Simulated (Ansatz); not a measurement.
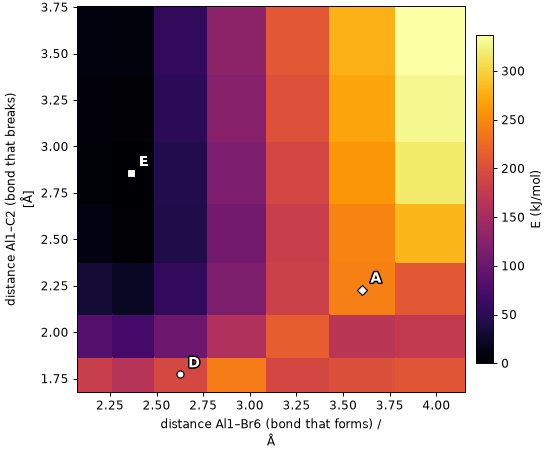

The reacting system CH6AlBr (fragments CH₅Al + BrH where the first distance is long, AlBrH₂ + CH₄ where the second is long). 
- First axis: distance Al1–Br6 (bond that forms). Second axis: distance Al1–C2 (bond that breaks).
- Relaxed at each point: all other coordinates.
- The scan uses a 7 × 7 grid.
- Points are written as (first, second).
- Energies are in kJ/mol, from the lowest grid point.
- Energies and slopes of some neighbouring points disagree (a jump in structure or state, or too coarse a mesh). The reference is spin-restricted, so regions where a bond is pulled apart into radicals lie too high.
- Method: Ansatz 0.2.0, RKS r2SCAN-D4/def2-SVP.

The picture shows one coloured cell a grid point, lettered points.

> Is D the lowest point of the computed grid?

No. D lies 192 kJ/mol above the lowest grid point, which is at (2.361 Å, 2.857 Å).

> Rank the lettered points by energy, lowest first.

E (0 kJ/mol), D (192 kJ/mol), A (243 kJ/mol).
